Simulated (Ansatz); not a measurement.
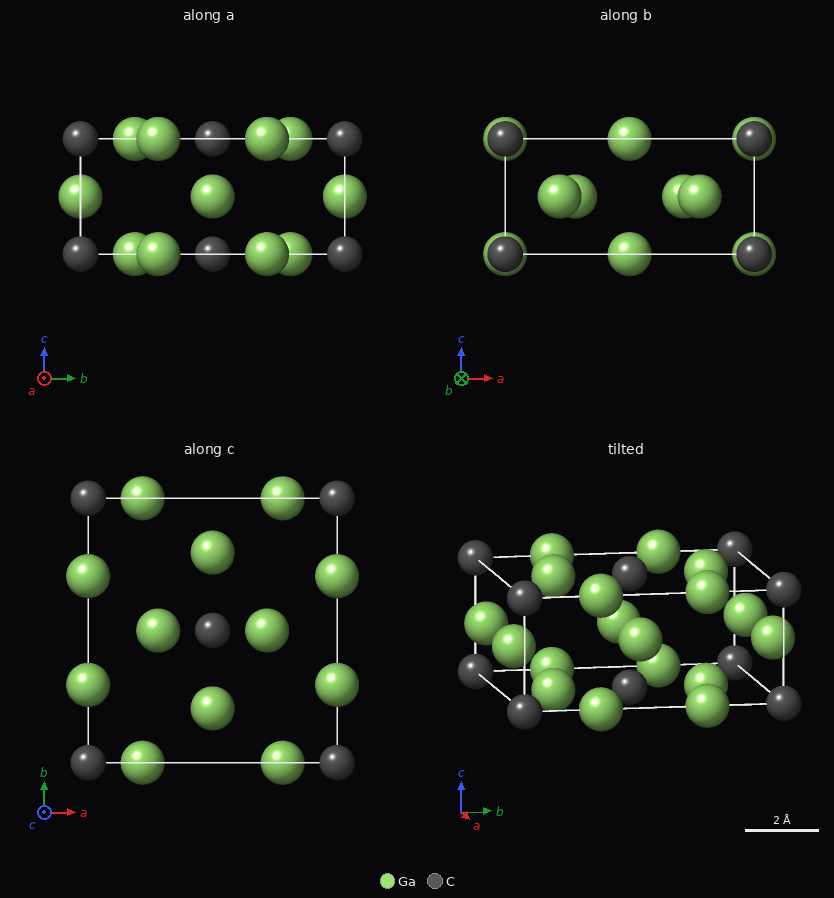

We look at a spheres-only model of the crystal along the a axis, along the b axis, along the c axis and slightly off an axis. The conventional unit cell is outlined; an atom on or near a face, edge or corner is repeated at each equivalent position.

Lattice parameters: a = 6.858 Å, b = 7.283 Å, c = 3.174 Å, α = 90.00°, β = 90.00°, γ = 90.00°. Put a along x and b in the xy plane.

From the views, write a POSCAR file, with free fractional coordinates to two decimals.

```
Ga C
1.0
     6.858    0.000    0.000
     0.000    7.283    0.000
     0.000    0.000    3.174
Ga C
8 2
Direct
  0.50 0.79 0.00
  0.22 0.00 0.50
  0.78 0.00 0.50
  0.50 0.21 0.00
  0.00 0.29 0.00
  0.72 0.50 0.50
  0.28 0.50 0.50
  0.00 0.71 0.00
  0.00 0.00 0.00
  0.50 0.50 0.00
```

The structure comes from a structure type filled with these elements by a generator (whether the compound takes this form wasn't checked). Earlier steps of the study, as a rule a relaxation of our own, may have changed the cell and positions, so they can lie some per cent off the listed ones. Ansatz was used for an electronic-structure calculation on it.
